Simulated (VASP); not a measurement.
Band structure of WS2 (space group P6_3/mmc). Computed with LDA (Ceperley-Alder, Perdew-Zunger), VASP's LDA PAW potentials (set 64) (plane waves; VASP).

Unless said otherwise, spin-orbit coupling is left out, though it shifts the bands of the heavy elements here.

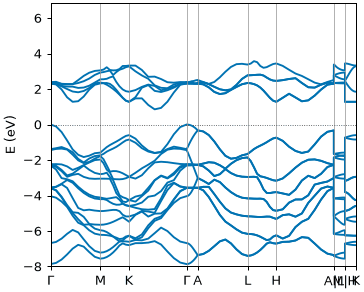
Bands along high-symmetry lines, zero at the valence-band maximum or, without a gap, the Fermi level

Task: Read the plot: is there a gap, and where are the band edges?

Result: The gap is indirect, 0.85 eV, from the valence maximum at Γ to the conduction minimum at K-Γ at 0.44. (Edges off the drawn lines would not show.)

The structure comes from a computed database's WS2 entry (P6_3/mmc); how it stands against other phases isn't given here. It was relaxed first, which changed the volume by -9 %.
